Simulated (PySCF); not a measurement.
```xyz
2

P     0.0000    0.0000   -0.0452
H     0.0000    0.0000    1.3878
```

The calculation used PySCF 2.14.0, PBE0/6-311G(d,p), non-relativistic, at a bond length of 1.433 Å.

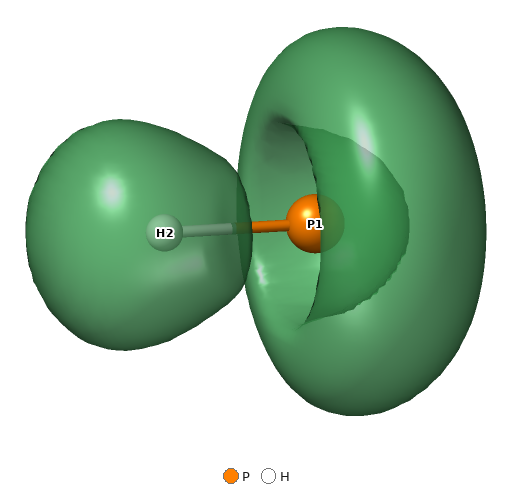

PH (triplet). Isosurface of the electron localisation function at 0.8 (green), seen from one side. Core shells and regions of very low density are left out.

What do the ELF domains correspond to?

At this value the surface marks out one region around a hydrogen nucleus and one ring or bowl of non-bonding electrons around P.

Values along the shortest contacts:
P–H (1.43 Å): the ELF climbs to about 1 towards the hydrogen, as it does in any bond to H.
